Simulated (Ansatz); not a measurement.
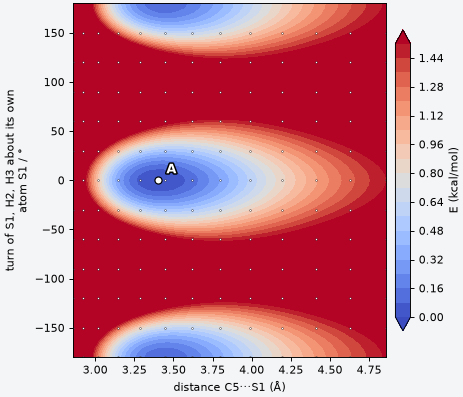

The pair H₂S···CO₂. 
- The turn is about an axis along (0.60, −0.77, 0.22) in the frame of the relaxed pair, normal to the line between the partners.
- Coordinates scanned: (1) distance C5···S1; (2) turn of S1, H2, H3 about its own atom S1.
- Grid: 13 × 12 points.
- Points are written as (first, second).
- All energies are given in kcal/mol relative to the lowest grid point.
- These are results of Ansatz 0.2.0, RKS PBE0-D4/def2-SVPD, not measurements.

The picture shows filled contours, dots at the grid points, one colour for all values above the top of the scale, the well A. Between grid points the surface is interpolated.

> Where is the minimum, and how stiff is the well along each coordinate? Take the well at A.

The interpolated minimum is at distance C5···S1 ≈ 3.402 Å, the second coordinate ≈ 0°. The curvatures there are about 0.3 eV/Å² and 0.17 eV/rad², with a cross term of about 0 eV/(Å·rad). Round the minimum the two coordinates are nearly uncoupled. (1 eV is 23.1 kcal/mol.)
